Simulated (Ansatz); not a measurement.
# COF2 (carbonyl fluoride) at CCSDT(Q)/STO-3G

Aim: the energy change on altering one bond length of COF2 (carbonyl fluoride) at CCSDT(Q)/STO-3G, from 2 runs. 

Program for the calculation: Ansatz 0.2.0.

55 further runs of the same task are left out: 6 that didn't finish, 49 set aside as unsound or not needed.

### Step 1. The structure to begin with

COF2: 4 atoms, total charge 0, spin state singlet. As SMILES, `O=C(F)F`. The coordinates come from a GFN2-xTB relaxation.

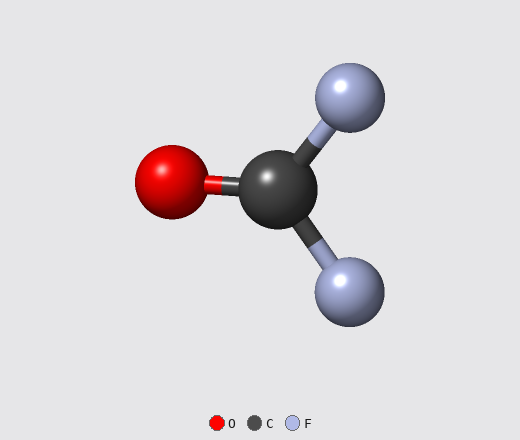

Viewed from a chosen angle; oxygen red, carbon dark grey, fluorine light blue.

### Step 2. The energy at CCSDT(Q)/STO-3G

Contents of job.yaml:

```yaml
basis:
  gaussian:
    orbitals: STO-3G
crystal:
  periodic: [false, false, false]
  atoms:
    - {symbol: O, position_ang: [-1.243810, -0.157330, 0.153910]}
    - {symbol: C, position_ang: [-0.102510, -0.013170, 0.012900]}
    - {symbol: F, position_ang: [0.851050, -0.823360, 0.422470]}
    - {symbol: F, position_ang: [0.495270, 0.993860, -0.589280]}
magnetization:
  spin_polarized: false
correlation:
  method: ccsdt_q
  frozen_orbitals: {C: 1, F: 1, O: 1}
accuracy: high
scf:
  omitted_lower_state_checks: [cluster_reference, increment]
```

Command:

```
ansatz run job.yaml --threads 1 --pin off --max-ram 2610MiB --events-out events.jsonl --progress --plain --runs-dir runs
```

The log of the run, shortened:

```text
Warning: RAYON_NUM_THREADS=1 ignored (pool sized by the plan → 1); use --threads N
Functional definition: HF
  name "HF"
[...]
368 factors; integrals over basis functions are off by at most 3.2e-8 eV
[...]
mean field -8362.03394675 eV, -307.2990795528 hartree, gradient 9.4e-9 eV, S^2 0.000000; 0 other end points of the search recorded, 0 dependent functions left out
4 core orbitals not correlated: weight in the atoms' cores, before any rotation towards them, 1.000 or more for the frozen orbitals, at most 0.000 for the correlated occupied ones
reference -8362.03394675 eV, -307.2990795528 hartree; 12, 12 occupied and 4, 4 virtual orbitals, 368 factors
second order -3.95385759 eV of doubles, -0.00000000 eV of singles
cycle   1  -4.16774625 eV  change   -2.1e-1 eV  update   9.6e-2
[...]
cycle  23  -4.72384340 eV  change  -5.9e-11 eV  update   1.3e-9
perturbative correction -0.00589857 eV, -0.0002167683 hartree
Total energy: -8366.76368871 eV, -307.4728943641 hartree
Checks for a lower state left out: cluster_reference, increment
```

Wall time 0.58 s (1 thread of Intel Xeon Platinum 8375C at 2.90GHz (Ice Lake), shared host).

### Step 3. The distorted shape, same level

Contents of input.yaml:

```yaml
crystal:
  periodic: [false, false, false]
  atoms:
    - symbol: O
      position_ang: [-1.482165, 0.045188, 0.051533]
    - symbol: C
      position_ang: [-0.340865, 0.189348, -0.089477]
    - symbol: F
      position_ang: [0.851050, -0.823360, 0.422470]
    - symbol: F
      position_ang: [0.256915, 1.196378, -0.691657]
basis:
  gaussian:
    orbitals: STO-3G
correlation:
  method: ccsdt_q
  frozen_orbitals: {C: 1, F: 1, O: 1}
accuracy: high
scf:
  omitted_lower_state_checks: [cluster_reference, increment]
```

Command:

```
ansatz run input.yaml --threads 1 --pin off --max-ram 2610MiB --events-out events.jsonl --progress --plain --runs-dir runs
```

The log of the run, shortened:

```text
Warning: RAYON_NUM_THREADS=1 ignored (pool sized by the plan → 1); use --threads N
Functional definition: HF
  name "HF"
[...]
367 factors; integrals over basis functions are off by at most 4.5e-8 eV
[...]
mean field -8360.56810464 eV, -307.2452108491 hartree, gradient 1.7e-8 eV, S^2 0.000000; 0 other end points of the search recorded, 0 dependent functions left out; unrestricted orbitals would lower it
4 core orbitals not correlated: weight in the atoms' cores, before any rotation towards them, 1.000 or more for the frozen orbitals, at most 0.000 for the correlated occupied ones
reference -8360.56810464 eV, -307.2452108491 hartree; 12, 12 occupied and 4, 4 virtual orbitals, 367 factors
second order -4.49196019 eV of doubles, -0.00000000 eV of singles
cycle   1  -4.81074794 eV  change   -3.2e-1 eV  update   1.2e-1
[...]
cycle  27  -5.57503206 eV  change    1.9e-9 eV  update   2.8e-9
perturbative correction -0.01080379 eV, -0.0003970319 hartree
Total energy: -8366.15394049 eV, -307.4504865303 hartree
Checks for a lower state left out: cluster_reference, increment
```

It took 0.6 s on 1 thread of Intel Xeon Platinum 8375C at 2.90GHz (Ice Lake), shared host.

### Step 4. What came out

Level: CCSDT(Q)/STO-3G, 4 core orbitals frozen.

| quantity | value |
| --- | --- |
| first shape: total energy | -307.47289 Eh |
| first shape: correlation energy (4 core orbitals frozen) | -173.8 mEh |
| first shape: T1 diagnostic | 0.013 |
| distorted shape: total energy | -307.45049 Eh |
| distorted shape: correlation energy (4 core orbitals frozen) | -205.3 mEh |
| distorted shape: T1 diagnostic | 0.015 |
| energy change with the C2–F3 bond stretched from 1.317 to 1.646 Å | 0.610 eV |

**Reading.** With the C2–F3 bond stretched from 1.317 to 1.646 Å the energy rises by 0.61 eV (14.1 kcal/mol). The first shape isn't relaxed at this level, so the change isn't measured from a minimum. The minimal basis adds a large error of its own. The restricted solution (distorted shape) is unstable to spin breaking: an unrestricted one lies lower.
